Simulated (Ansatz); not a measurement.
# Pressure series in C

Take C in the graphite type structure (space group P6_3/mmc, No. 194; layered, stacked along the Cartesian z axis) as the base.

```
CELL_PARAMETERS angstrom
      2.46500     0.00000     0.00000
     -1.23250     2.13475     0.00000
      0.00000     0.00000     6.73046
ATOMIC_POSITIONS crystal
  C  0.00000 0.00000 0.25000
  C  0.00000 0.00000 0.75000
  C  0.33333 0.66667 0.25000
  C  0.66667 0.33333 0.75000
```

Cell and atoms are relaxed at each pressure.

Computed with Ansatz (a first-principles code), PBE-D3(BJ), PAW, cutoff 420 eV, without spin-orbit coupling.

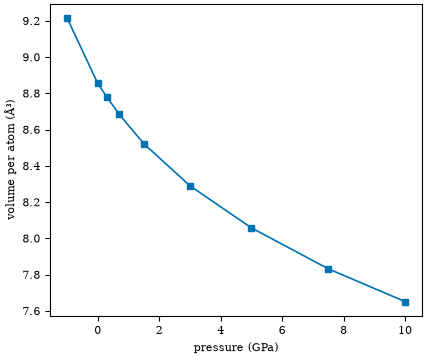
Fig. 1. Volume per atom against pressure

Task: From the plot, what is the volume per atom for pressure 1.5 GPa?

Result: About 8.5 Å³.

Task: Is the trend monotonic over the range shown?

Result: Yes, it falls throughout, spanning 7.65 Å³ to 9.22 Å³.

The mesh was chosen for an insulator and is coarse for the gapless case. Load acts through the strain it causes; cell and atoms are relaxed under it. Whether these cells are dynamically stable was not tested. No other phases were tried under pressure.
